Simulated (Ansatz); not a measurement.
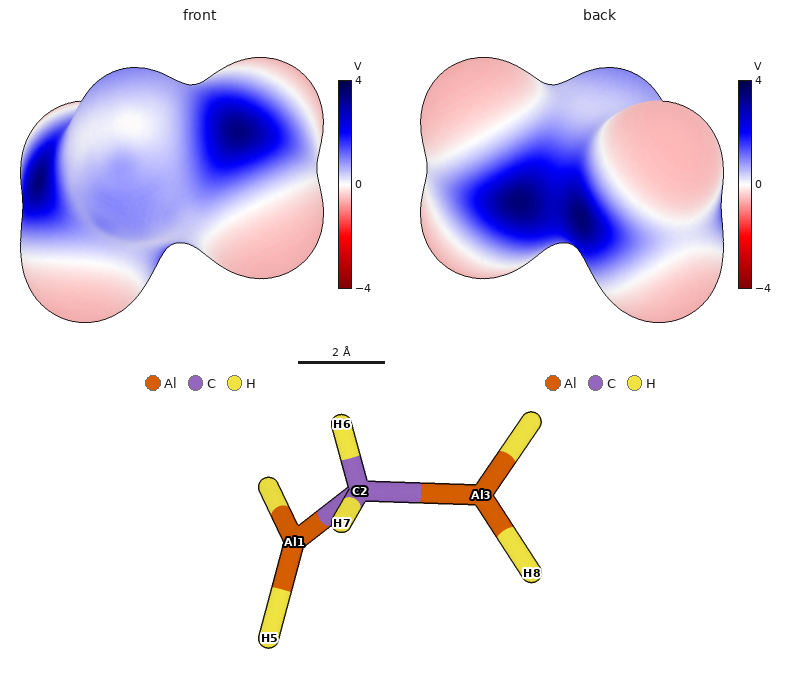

CH$_{6}$Al$_{2}$. The electrostatic potential painted on the density surface at 0.002 e/bohr³, seen from the front and from behind; red is negative and blue positive. The bare structure is drawn below in the same view.

The calculation used RKS PBE0-D4/def2-mTZVP in Ansatz 0.2.0.

```
atom    x (Å)    y (Å)    z (Å)
  Al  -0.7686   0.9061  -1.2168
   C   0.6641   0.0552  -0.2229
  Al   0.1994  -0.9798   1.3504
   H  -1.5015   0.1217  -2.3927
   H  -1.2419   2.3779  -0.8365
   H   1.1832  -0.6193  -0.9157
   H   1.3520   0.8482   0.0973
   H   0.1202  -0.2765   2.7764
   H  -0.1400  -2.5298   1.2167
```

### Describe the electrostatic potential map.

The most negative region (about −0.6 V) lies over H4, H5, H8 and H9, the most positive (about +3.4 V) over Al1 and Al3.
